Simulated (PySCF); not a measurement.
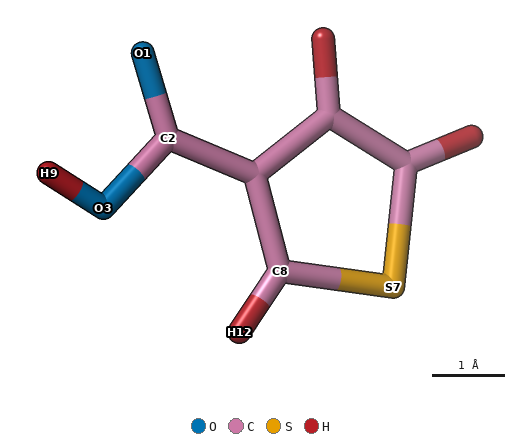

Fig. 1: The structure (stick view, seen at a tilt; atoms are numbered from 1 in the order of the input). Bond lengths as drawn: C–C 1.35 to 1.42 Å, C–H 1.07 to 1.08 Å, C–O 1.25 to 1.41 Å, C–S 1.75 Å and H–O 0.97 Å.

# EPR calculation, with input and output: C₅H₄O₂S (charge −1)

System: C₅H₄O₂S, charge −1, multiplicity 2, SMILES [O-][C](O)c1ccsc1.
Method: UKS B3LYP, pcH-1 on C H O S, non-relativistic, mean-field spin-orbit, GIAO (PySCF 2.14.0).

It belongs to a series of runs on one base structure; here: electron added.

The program's output:
```
UKS, coarse grid
  cycle   1  E = -741.37255542  |g| = 7.74e-01
  cycle   2  E = -740.72113869  |g| = 1.44e+00
  cycle   3  E = -741.55085524  |g| = 3.50e-01
  cycle   4  E = -741.60141940  |g| = 9.37e-02
  cycle   5  E = -741.60440012  |g| = 3.35e-02
  cycle   6  E = -741.60486818  |g| = 1.36e-02
  cycle   7  E = -741.60497532  |g| = 4.86e-03
  cycle   8  E = -741.60499136  |g| = 1.69e-03
  cycle   9  E = -741.60499487  |g| = 1.02e-03
  cycle  10  E = -741.60499451  |g| = 6.35e-04
UKS, final grid
  cycle   1  E = -741.60500598  |g| = 1.28e-03
  cycle   2  E = -741.60500279  |g| = 2.76e-03
  cycle   3  E = -741.60500689  |g| = 7.13e-05
  cycle   4  E = -741.60500690  |g| = 3.89e-05
  cycle   5  E = -741.60500690  |g| = 2.09e-05
E = -741.60500690 Eh   <S^2> = 0.7580 (exact 0.7500)
g shifts (ppm)      1          2          3
  rmc          -203       -203       -203
  gc             -4         45         38
  oz_so        -120       1307       4175
  total        -327       1150       4010
hyperfine (MHz)  atom isotope    a_iso     a_fc   dipolar eigenvalues
    0   17O     -13.95     -13.96    -50.44     24.66     25.77
    1   13C      10.22      10.27    -20.65    -17.66     38.31
    2   17O      -1.00      -0.99     -8.15      3.40      4.75
    3   13C     -19.01     -18.98     -7.54     -3.74     11.28
    4   13C      -6.46      -6.47     -4.91      2.02      2.88
    5   13C       2.37       2.25     -3.78     -2.35      6.13
    6   33S       2.85       3.24    -16.27    -12.83     29.10
    7   13C      51.66      51.41    -48.47    -47.08     95.55
    8    1H      -1.73      -1.74     -2.90     -1.75      4.65
    9    1H       0.60       0.59     -2.32     -0.71      3.03
   10    1H      -3.53      -3.56     -2.06     -1.25      3.31
   11    1H     -38.88     -38.97    -22.82      0.91     21.92
```

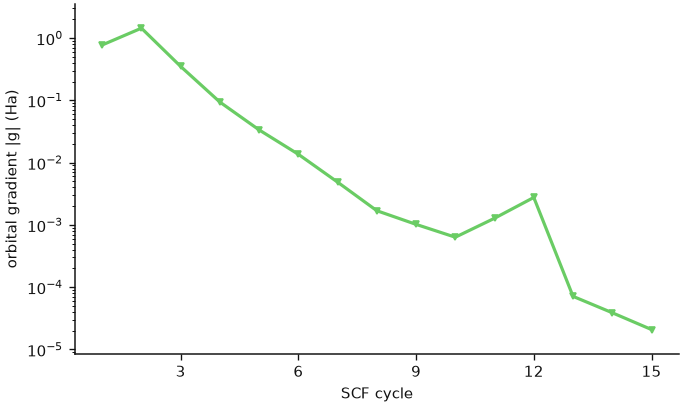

Fig. 2: Convergence of the self-consistent field: orbital gradient |g| against the SCF cycle. All cycles printed in the log are drawn one after another.

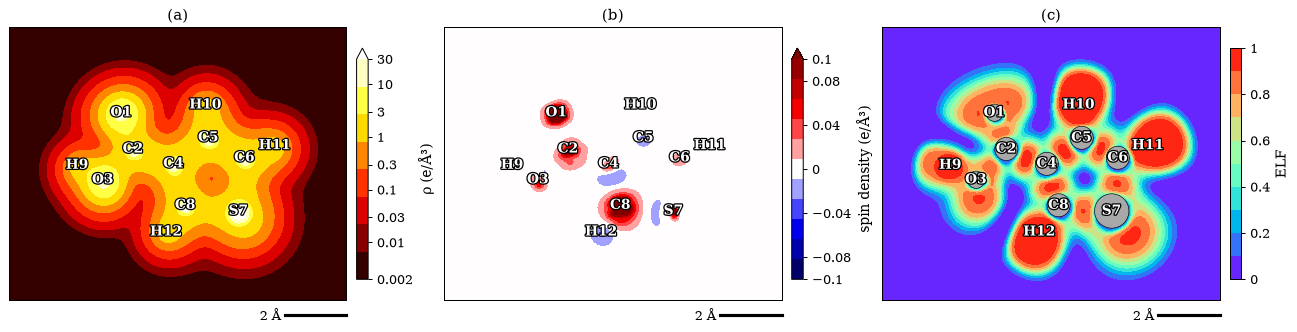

Fig. 3: (a) total electron density; (b) spin density; (c) electron localisation function on the molecular plane. Grey discs, where drawn, cover atomic cores. Atoms in the plane: O, C, S and H. C–O (1.25 Å): ρ at the midpoint is about 3.2 e/Å³; the ELF peaks at about 0.85 between the atoms (a multiple bond by its length, whose ELF region spreads away from the axis). C–C (1.35 Å): ρ at the midpoint is about 2.1 e/Å³; the ELF peaks at about 0.95 between the atoms; a multiple bond by its length, whose ELF region spreads away from the axis. The unpaired spin (1 electron) lies mostly on C8 (about 0.4), S7 (about 0.2), C2 (about 0.2), O1 (about 0.1) and C4 (about 0.1), in electrons by Hirshfeld's partition.

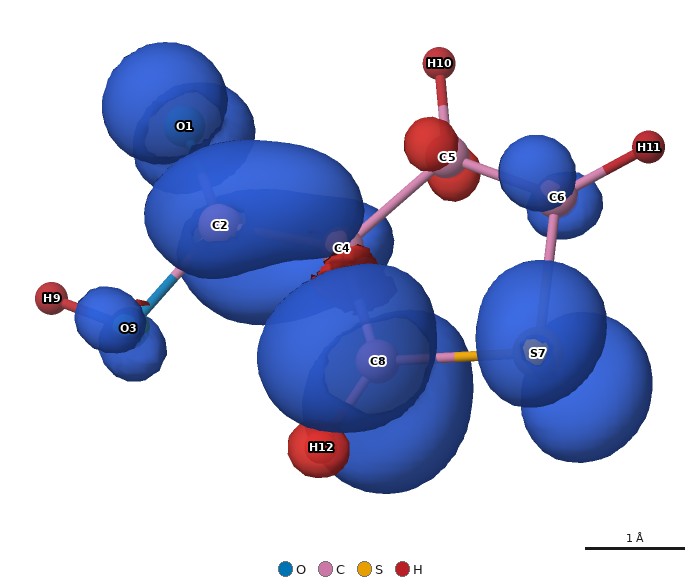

Fig. 4: Isosurfaces of the spin density (α minus β) at +0.015 (blue) and −0.015 e/Å³ (red), seen at a tilt. The unpaired spin (1 electron) lies mostly on C8 (about 0.4), S7 (about 0.2), C2 (about 0.2), O1 (about 0.1) and C4 (about 0.1), in electrons by Hirshfeld's partition.

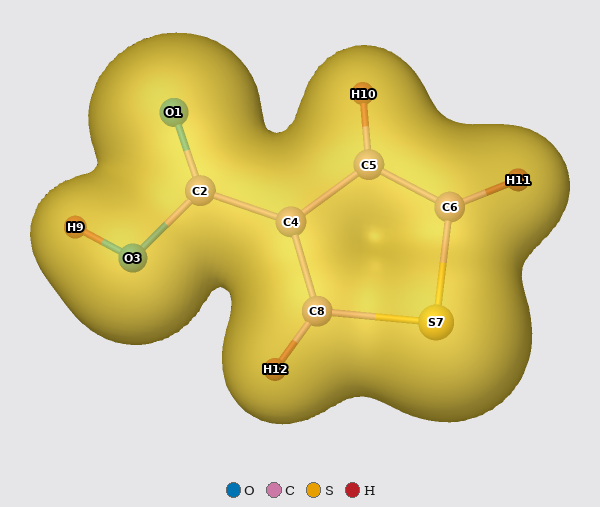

Fig. 5: Isosurface of the total electron density at 0.1 e/Å³ (yellow), seen at a tilt. At this value the surface is in one piece. On the grid the lowest density along these lines, outside the cores, is 2.6 e/Å³ (C–O, 1.25 Å), 2.1 e/Å³ (C–C, 1.35 Å), 1.3 e/Å³ (C–S, 1.75 Å) and 2.1 e/Å³ (O–H, 0.97 Å).

The run was set up as follows.

Input file:
```
{"job": {"kind": "epr", "basis": "pcH-1"}, "charge": -1, "multiplicity": 2}
O      1.911136     1.157222     1.225092
C      1.456243     0.191515     0.581324
O      2.356238    -0.830449     0.218416
C      0.130096    -0.023550     0.154662
C     -0.927655     0.887687     0.419890
C     -2.125902     0.504627    -0.069287
S     -2.044863    -1.029913    -0.907839
C     -0.333151    -1.133541    -0.576096
H      3.210150    -0.547918     0.570771
H     -0.769608     1.803123     0.966873
H     -3.075676     1.004046    -0.010632
H      0.214191    -1.983535    -0.923278
```

The first line tells a small driver script what to run in PySCF; the rest is the geometry in Å.

Run as:
```bash
OMP_NUM_THREADS=1 python <driver script> task.json out
```

Key numbers:

```csv
quantity,value
outcome,converged
total energy,−741.605007 hartree
⟨S²⟩,0.758
isotropic g,2.0039
hardware,"1 CPU thread, shared host"
wall time,57 s
peak memory,0.94 GiB
```
